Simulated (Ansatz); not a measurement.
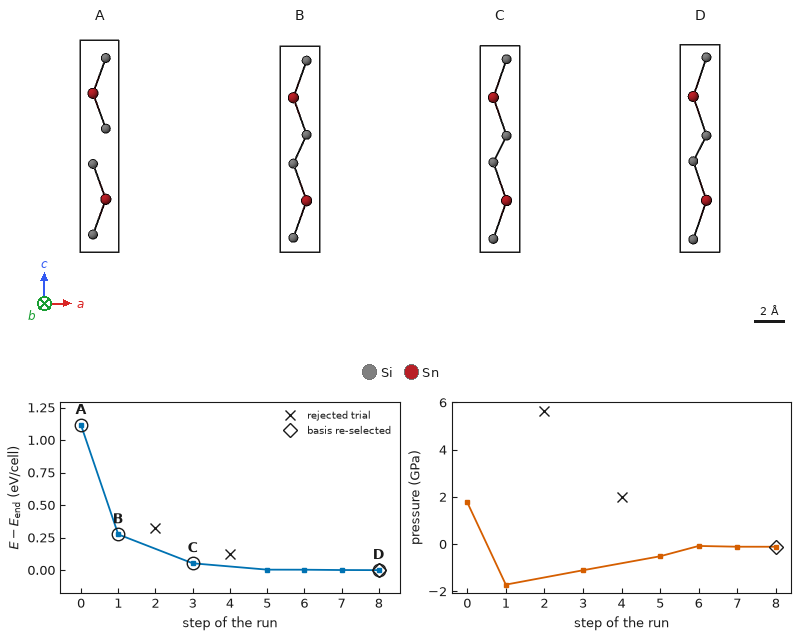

Frames of a relaxation of a crystal of Si2Sn (a generated structure, set up in P6_3/mmc) (coarse preliminary run), marked on the history of the run. Style: ball-and-stick. Shown: the cell of the calculation, along the b axis.

Computed with DFT PBE, scalar-relativistic, plane waves, PAW in Ansatz 0.2.0.

The input:
```yaml
crystal:
  lattice:
    - [3.04855753, 0.0, 0.0]
    - [-1.52427876, 2.64012826, 0.0]
    - [0.0, 0.0, 14.52767837]
  atoms:
    - { symbol: Si, position: [0.33333333, 0.66666667, 0.08333333] }
    - { symbol: Si, position: [0.33333333, 0.66666667, 0.41666667] }
    - { symbol: Si, position: [0.66666667, 0.33333333, 0.91666667] }
    - { symbol: Si, position: [0.66666667, 0.33333333, 0.58333333] }
    - { symbol: Sn, position: [0.33333333, 0.66666667, 0.75] }
    - { symbol: Sn, position: [0.66666667, 0.33333333, 0.25] }
basis:
  ecutwfc: 420
kpoints:
  mp_grid: { grid: [6, 6, 2] }
hamiltonian:
  xc: pbe
scf:
  occupations: { method: gaussian, width: 0.1 }
  lower_state_search: "off"
output:
  forces: true
  stress: true
  eigenvalues: true
relax:
  adjacent_minimum: "off"
  f_tol: 0.04
  max_steps: 70
  cell: { stress_tol: 0.4 }
```

Command:
```bash
ansatz run input.yaml --threads 1 --pin off --max-ram 2560MiB --backend cpu --events-out ev --progress --plain --runs-dir out
```

Describe the path.

Answer. The largest moves relative to the cell, 0.31 Å, are those of Si1, Si2, Si3 and Si4. Si2 goes along +c. Sn stays in place. The volume changes by +2.8 %, with a = b 3.049 → 3.123 Å (+2.4 %), c 14.528 → 14.237 Å (−2.0 %). Some distances before and after: Si1–Si3 2.993 → 2.512 Å, Si1–Sn6 2.993 → 3.234 Å, Sn5–Sn5 3.049 → 3.123 Å. The space group stays P6_3/mmc (No. 194). The energy falls by 1.115 eV per cell of the calculation in 5 accepted moves (8 points after the start). The largest force component goes from 1.1 to 0.0046 eV/Å. The pressure goes from 1.78 to −0.11 GPa. The line search rejected the trial steps at points 2, 4 of the run. The SCF was repeated once at an unchanged geometry on a basis and grid sized afresh for the cell, which shifted the energy by 0.8 meV per cell of the calculation at most. Cost: 85 s on 1 thread of Intel(R) Xeon(R) Processor @ 2.50GHz (Skylake/Cascade Lake), with other jobs on the host, peak memory 0.42 GiB. From step 0 to 1: Si atoms move most (0.19 Å), volume +3.2 %, energy −0.840 eV per cell of the calculation. From step 1 to 3: Si atoms move most (0.08 Å), volume −0.1 %, energy −0.222 eV per cell of the calculation. From step 3 to 8: Si atoms move most (0.04 Å), volume −0.2 %, energy −52.6 meV per cell of the calculation.

```tsv
step	E − E(0), meV/atom	largest force component, eV/Å	pressure, GPa	volume, Å³/atom	note
0	0.00	1.1351	1.78	19.488	
1	-140.00	0.7787	-1.71	20.116	
2	-131.85	1.3267	5.66	19.247	rejected
3	-177.05	0.5467	-1.11	20.087	
4	-164.58	1.0579	2.00	19.980	rejected
5	-185.21	0.1207	-0.51	20.125	
6	-185.28	0.0765	-0.08	20.069	
7	-185.70	0.0046	-0.11	20.041	
8	-185.82	0.0046	-0.11	20.041	same geometry, new basis
```
